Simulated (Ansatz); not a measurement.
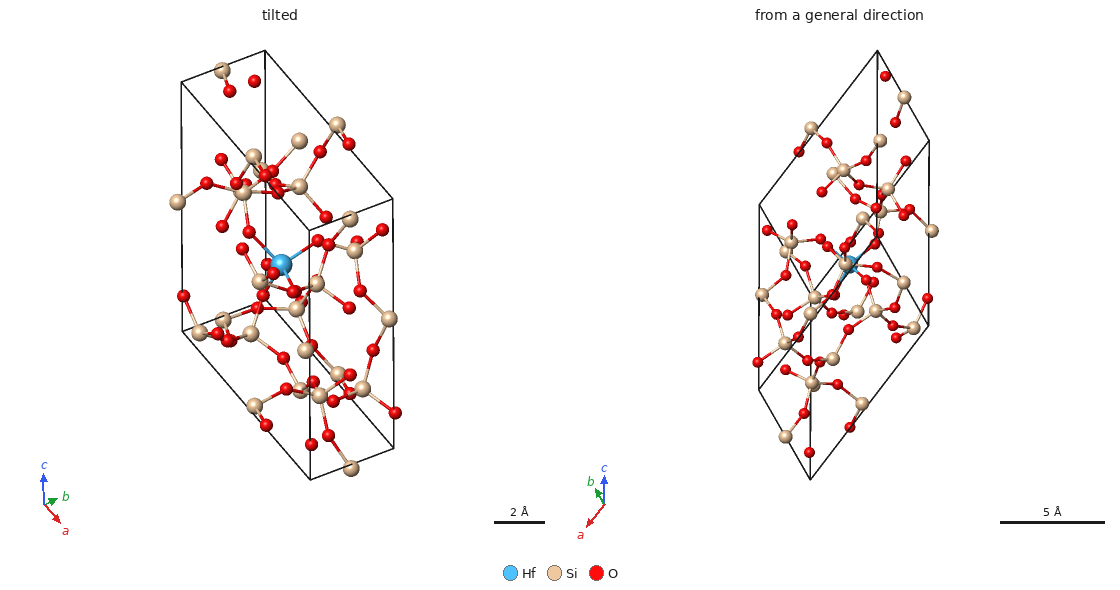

The image is a ball-and-stick drawing of a crystal, viewed slightly off an axis and from a general direction. Atoms at the boundary of the supercell (the box) are drawn once for each face, edge or corner they touch. The host is SiO2, in a cell of 48 sites, and the cell carries a charge of -1.

**Where does the cell differ from the host, and how?**

Hafnium on a silicon site (a substitutional impurity). It is bonded to four O in a tetrahedral arrangement at about 1.9 Å.

The calculation used DFT PBE, scalar-relativistic, plane waves, PAW in Ansatz, with 420 eV cutoff, 2×2×2 k-mesh, Gaussian smearing of 0.01 eV, collinear spins.

**Does the defect carry a magnetic moment?**

No net moment.

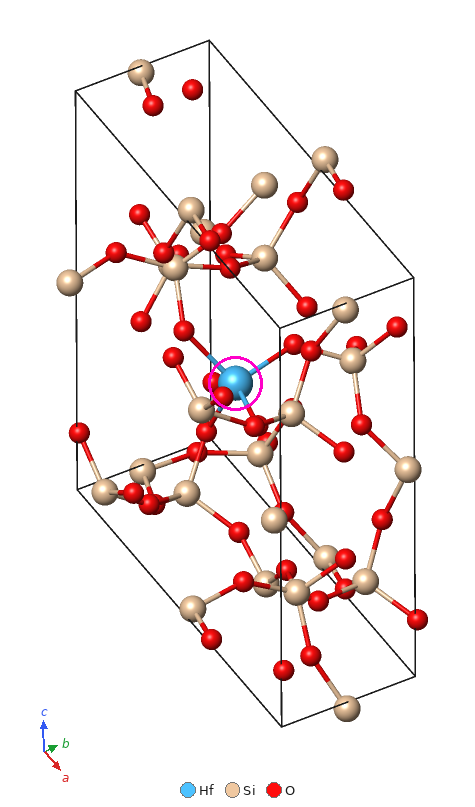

The same cell with a ring at the defect's site.

The atoms were relaxed in the host's cell with DFT PBE, scalar-relativistic, plane waves, PAW in Ansatz 0.2.0.
